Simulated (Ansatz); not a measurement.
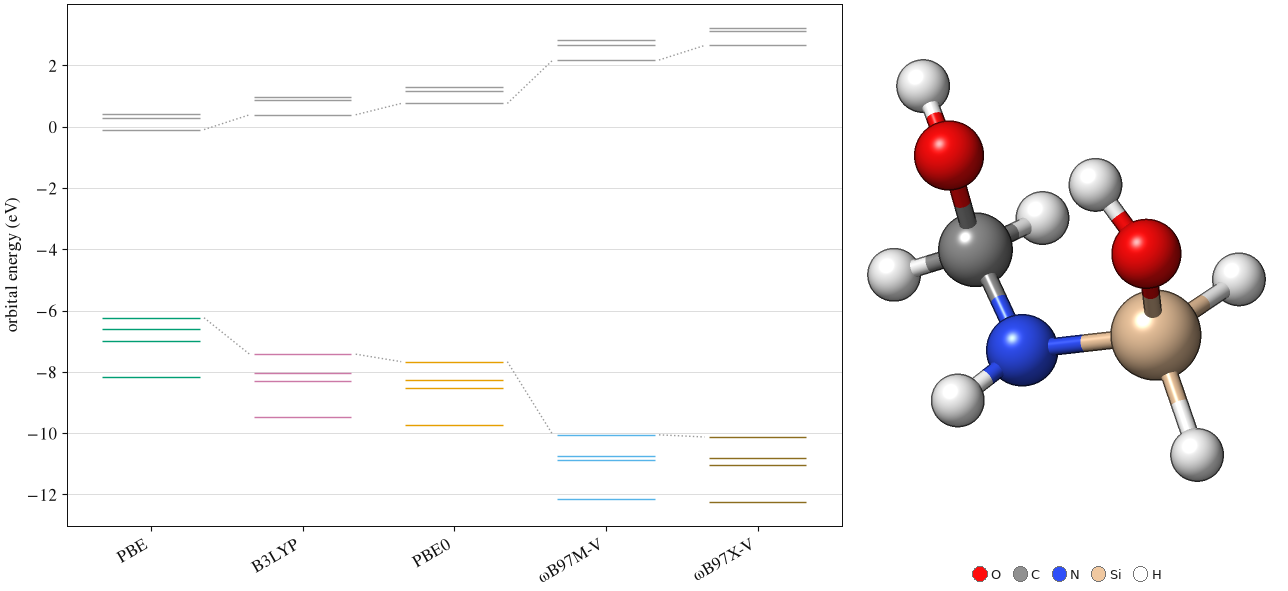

Frontier orbital energies of CH₇NO₂Si, SMILES OCN[SiH2]O at one geometry, def2-TZVPP, the Ansatz code, at a PBE0-D4/def2-TZVP geometry (no frequency check). Empty levels are grey, levels within 0.1 eV stand side by side; all columns show the same few orbitals around the gap. Dotted lines join the HOMOs and the LUMOs.

**Compare the HOMO-LUMO separations.**

The separation grows from 6.14 eV (PBE) to 12.78 eV (ωB97X-V).

```tsv
level	HOMO (eV)	LUMO (eV)	separation (eV)
PBE	−6.23	−0.09	6.14
B3LYP	−7.42	0.39	7.81
PBE0	−7.67	0.76	8.43
ωB97M-V	−10.06	2.18	12.23
ωB97X-V	−10.13	2.65	12.78
```

Limits of at least one run: empty levels above zero depend strongly on the basis; one conformer of a flexible molecule.
